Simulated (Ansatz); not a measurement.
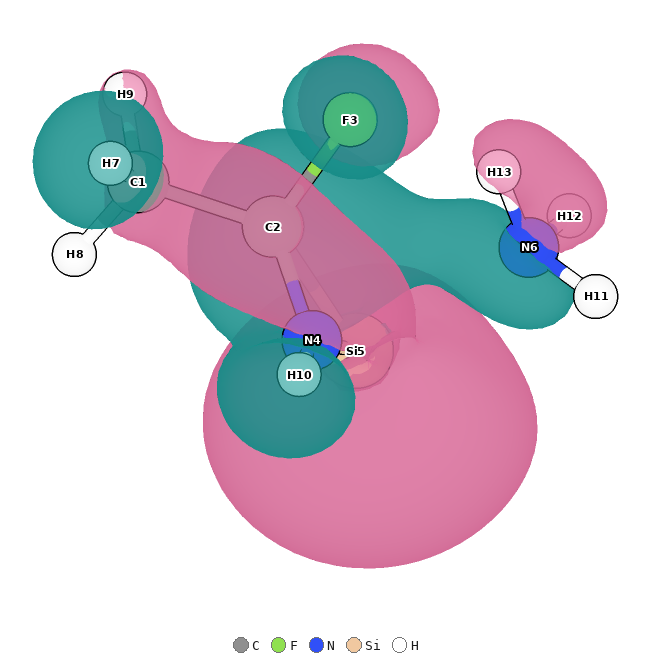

*C2H7FN2Si. The HOMO at ±0.06 Å⁻³ᐟ² (teal and pink are the two phases), seen at a tilt.*

Theory: Ansatz, RKS B3LYP/def2-SVP.

```yaml
atoms:
  - { symbol: C, position_ang: [0.5075, -1.6642, 0.8779] }
  - { symbol: C, position_ang: [0.2873, -0.3683, 0.1411] }
  - { symbol: F, position_ang: [0.7610, 0.6863, 1.0489] }
  - { symbol: N, position_ang: [0.7073, -0.1786, -1.1602] }
  - { symbol: Si, position_ang: [-1.0245, 0.1479, -1.2155] }
  - { symbol: N, position_ang: [-0.8230, 2.1765, -0.5320] }
  - { symbol: H, position_ang: [1.5868, -1.8466, 1.0403] }
  - { symbol: H, position_ang: [0.1008, -2.5047, 0.2958] }
  - { symbol: H, position_ang: [0.0161, -1.6504, 1.8626] }
  - { symbol: H, position_ang: [1.6280, -0.3252, -1.5663] }
  - { symbol: H, position_ang: [-0.3924, 2.7953, -1.2224] }
  - { symbol: H, position_ang: [-1.6939, 2.6084, -0.2151] }
  - { symbol: H, position_ang: [-0.1769, 2.0624, 0.2650] }
```

### Where does this orbital lie, and at what energy?

It lies mainly on Si5 (about 55 %), C2 (about 20 %), N4 (about 10 %) and F3 (about 5 %). Its energy is −5.49 eV.
